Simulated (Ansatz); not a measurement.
# A hypothetical structure for CdHF, part 2 of 2

Starting from a made-up structure for CdHF, the aim is the relaxed cell, its shortest contacts and, where a second run follows, its electronic structure.

Ansatz 0.2.0; DFT, r2SCAN, plane-wave PAW, files of the set soft_1, scalar-relativistic, no spin, cell and ions relaxed at zero pressure; PAW set soft_1 (the session's first sound run).

So far: Starting point; Relaxing cell and atoms. The relaxed cell has a = 3.516, c = 5.390 Å (conventional setting).

## 3. Bands of the relaxed cell

A second self-consistent run takes a narrower smearing and the mesh shown in its input; the bands follow along the standard path of the relaxed lattice.

This step: DFT, r2SCAN, plane-wave PAW, files of the set soft_1, scalar-relativistic, no spin, bands and density of states at the relaxed cell; PAW set soft_1 (Ansatz 0.2.0).

Contents of input.yaml:

```yaml
crystal:
  lattice:
    - [3.5155399224, 0.0, 0.0]
    - [0.0, 3.5155399224, 0.0]
    - [0.0, 0.0, 5.3903341471]
  atoms:
    - { symbol: Cd, position: [0.5, 0.0, 0.7851620533] }
    - { symbol: Cd, position: [0.0, 0.5, 0.2148379467] }
    - { symbol: F, position: [0.5, 0.0, 0.3825651881] }
    - { symbol: F, position: [0.0, 0.5, 0.6174348119] }
    - { symbol: H, position: [0.5, 0.5, 0.0] }
    - { symbol: H, position: [0.0, 0.0, 0.0] }
kpoints:
  mp_grid: { grid: [10, 10, 6] }
  band_path:
    path:
      - [[0.0, 0.0, 0.0], [0.0, 0.5, 0.0], [0.5, 0.5, 0.0], [0.0, 0.0, 0.0], [0.0, 0.0, 0.5], [0.0, 0.5, 0.5], [0.5, 0.5, 0.5], [0.0, 0.0, 0.5]]
      - [[0.0, 0.5, 0.0], [0.0, 0.5, 0.5]]
      - [[0.5, 0.5, 0.0], [0.5, 0.5, 0.5]]
    npoints: 8
scf:
  occupations: { method: fermi_dirac, width: 0.03 }
  n_extra_bands: 10
hamiltonian:
  xc: r2scan
  pseudopotentials: { kind: paw, azcp: { folder: soft_1 } }
output:
  forces: true
  stress: true
  write_bands: true
  dos: { projected: true }
  write_density: true
  write_potential: true
  elf: true
  volumetric_format: npy
```

Launch:

```
$ ansatz run input.yaml --threads 4 --pin off --max-ram 10240MiB --backend cpu --events-out ev --progress --plain --runs-dir out
```

Numbers of over 12 decimals in the logs are rounded to 6 here.

The program printed:

```text
[...]
Crystal: 6 atoms, lattice volume = 66.619 Å³
Basis set: ecut = 500 eV, 1723 PW (Γ), exchange–correlation on 108×108×160 points (64 copies of the dense FFT grid, shifted against one another)
Bands: 38, of which v1, the nominal top of the filled ones, is band 28 counted from 1 (27 counted from 0)
Symmetry: 16 space group operations
[...]
k-points: 84 of 600
[...]
SCF iter   1: F=—  HF=-18206.289318 eV  |F-HF|=—  |Δ(HF+E_count)|=         —  Δρ=3.75e-1  dr2=1.30e2  dr2_τ=2.15e0  ethr=3.10e-3  ⟨swp⟩=6.4  Hψ=13399  notcnv=0  defer=12
[...]
SCF iter   9: F=-18187.836356 eV  HF=-18187.836356 eV  |F-HF|=3.22e-8  |Δ(HF+E_count)|=   3.22e-7  Δρ=6.92e-6  dr2=5.64e-8  dr2_τ=1.16e-9  ethr=1.79e-10  ⟨swp⟩=12.3  Hψ=23489  notcnv=0
SCF 1 converged in 9 iterations: F = -18187.836356 eV  dr2 = 5.64e-8
[...]
NSCF: frozen V_eff on 75 k-points
SCF converged after 9 iterations
Free energy (F): -18187.836356 eV
[...]
Internal energy: -18187.835230 eV  (E = F + TS)
E sigma→0 (E₀):  -18187.835793 eV
Entropy (-TS):   -0.001127 eV (-0.188 meV/atom)
Fermi energy:    10.624823 eV
[...]
--- Forces (eV/Å), atoms counted from 1 ---
  atom   1  Cd    -0.00000000     0.00000000     0.01229228
  atom   2  Cd     0.00000000     0.00000000    -0.01229228
  atom   3  F     -0.00000000     0.00000000     0.00701521
  atom   4  F      0.00000000     0.00000000    -0.00701521
  atom   5  H      0.00000000     0.00000000    -0.00000000
  atom   6  H     -0.00000000     0.00000000     0.00000000
  max |Σ_I F_I| component: 8.67e-19 eV/Å
--- Stress (GPa, compression-positive) ---
        0.054113       0.000000      -0.000000
        0.000000       0.054113      -0.000000
       -0.000000      -0.000000      -0.138053
  P = ⅓ Tr σ = -0.0099 GPa (-0.099 kbar)
--- Band table (eV; the first three rows and the last of 84) ---
  k-point 0: bands = [... 24 lower, 5.5916, 6.0360, 6.0360, 10.8226, 12.5488, 13.7250, 17.7623, 17.7623, ... 6 higher]
  k-point 1: bands = [... 24 lower, 5.6243, 6.0319, 6.0319, 10.8224, 11.7078, 14.6448, 17.6578, 17.6578, ... 6 higher]
  k-point 2: bands = [... 24 lower, 5.7065, 6.0217, 6.0217, 10.6645, 10.8220, 15.9410, 17.4614, 17.4614, ... 6 higher]
  k-point 83: bands = [... 24 lower, 5.4954, 5.4954, 7.9642, 7.9642, 11.9311, 11.9311, 16.8556, 16.8556, ... 6 higher]
```

It took 8.5 s on 4 threads of INTEL XEON PLATINUM 8581C at 2.10GHz (Emerald Rapids), shared host; peak memory 0.65 GiB; 30 s of CPU time.

Reading the cycles: dr2 is the Hartree energy of the density residual (eV), the measure of convergence; HF is the Harris–Foulkes estimate of the energy, which meets the free energy F at convergence.

This step gave:

```yaml
free_energy: -18187.8364 eV
energy_at_zero_smearing: -18187.8358 eV
smearing_term_ts: 0.001127 eV
fermi_energy: 10.62 eV
pressure: -0.009942 GPa
```

bands.tsv at the labelled points (eV, zero at the Fermi level; the bands that come nearest the Fermi level along the path):

```tsv
point	band 25	band 26	band 27	band 28	band 29	band 30	band 31	band 32
Γ	-5.03	-4.59	-4.59	0.20	1.92	3.10	7.14	7.14
X	-4.73	-4.73	-3.46	-3.46	3.95	3.95	6.64	6.64
M	-4.79	-4.79	-2.33	-2.33	0.69	0.69	6.03	6.03
Γ	-5.03	-4.59	-4.59	0.20	1.92	3.10	7.14	7.14
Z	-4.61	-4.61	-4.61	-0.45	0.20	6.06	6.74	6.74
R	-4.73	-4.73	-3.78	-3.78	3.29	3.29	7.98	7.98
A	-5.13	-5.13	-2.66	-2.66	1.31	1.31	6.23	6.23
Z	-4.61	-4.61	-4.61	-0.45	0.20	6.06	6.74	6.74
X	-4.73	-4.73	-3.46	-3.46	3.95	3.95	6.64	6.64
R	-4.73	-4.73	-3.78	-3.78	3.29	3.29	7.98	7.98
M	-4.79	-4.79	-2.33	-2.33	0.69	0.69	6.03	6.03
A	-5.13	-5.13	-2.66	-2.66	1.31	1.31	6.23	6.23
```

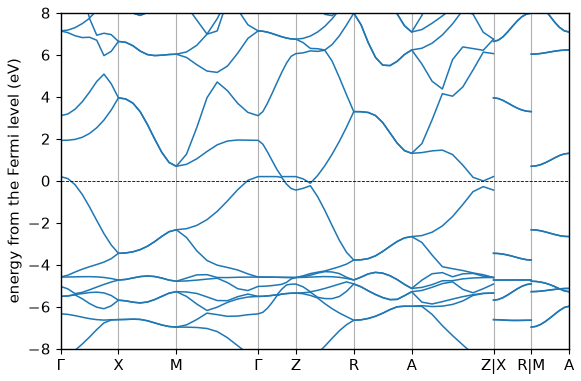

Bands along the path. 20 bands lie wholly below the window drawn.

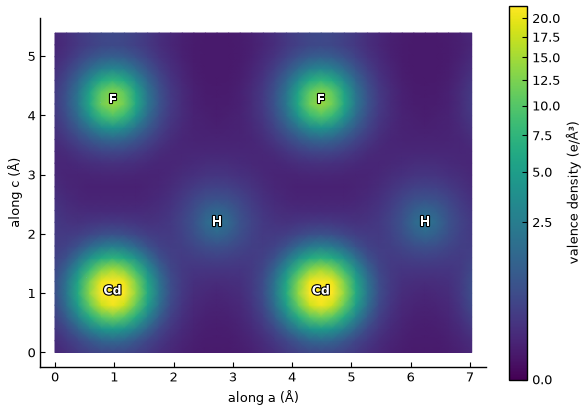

Valence density in the ac plane at fractional y = 0.000, with atoms of Cd and F and H within 0.2 Å of it. It is the smooth field of the valence electrons, not physical close to the nuclei. The map starts off the cell's origin, so that atoms lie inside it. The colour scale is stretched toward low values.

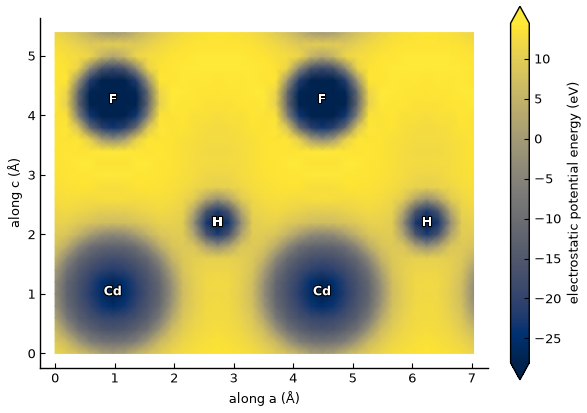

Electrostatic potential energy in the ac plane at fractional y = 0.000, with atoms of Cd and F and H within 0.2 Å of it. With pseudopotentials it is smooth inside the atoms' cores, unlike the true potential. The map starts off the cell's origin, so that atoms lie inside it.

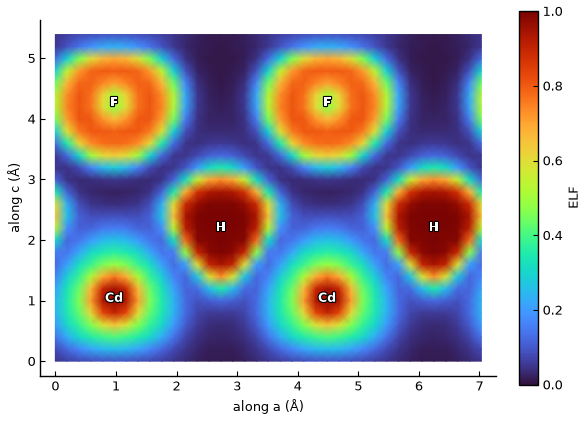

ELF in the ac plane at fractional y = 0.000, with atoms of Cd and F and H within 0.2 Å of it. It is the smooth field of the valence electrons, not physical close to the nuclei. The map starts off the cell's origin, so that atoms lie inside it.

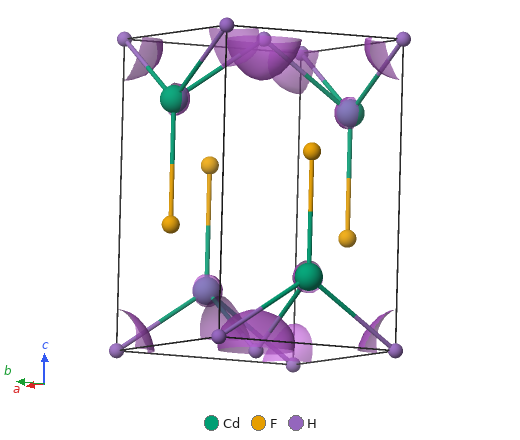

Surface of ELF = 0.85.

## 4. Outcome

* space group, relaxed: P4/nmm
* conventional cell: a = 3.516, b = 3.516, c = 5.390 Å; α = 90.0°, β = 90.0°, γ = 90.0°
* volume per atom: 11.10 Å³ (guess 12.62)

**Reading.** CdHF relaxes to P4/nmm with a = 3.516, b = 3.516 and c = 5.390 Å. The guessed volume was 14 % too large. The space group P4/nmm was held in the relaxation, so the end point is a stationary structure within it and may be a saddle against distortions or other arrangements. Bands cross the Fermi level, so it is a metal or semimetal at this level. Semilocal functionals can close a small real gap, so this isn't settled for compounds with anions. On the 10×10×6 mesh with the narrower smearing (relaxed on 7×7×5) the largest force component is 0.012 eV/Å and the largest stress component is 0.138 GPa, against the relaxation's thresholds of 0.015 eV/Å and 0.05 GPa. The cutoff wasn't tested. No dispersion term is used, so weakly bound directions may come out too long. Nothing here tests whether the compound is stable against decomposition.

[Logs are printed without paths, hosts, clocks, repeated set-up lines and the standing remarks that a program may print on its own settings, such as how far it seeks lower states.]

[Hosts, paths, dates, database ids (printed as entryN), source tags and the programs' standing remarks are cut or masked in the printed files.]
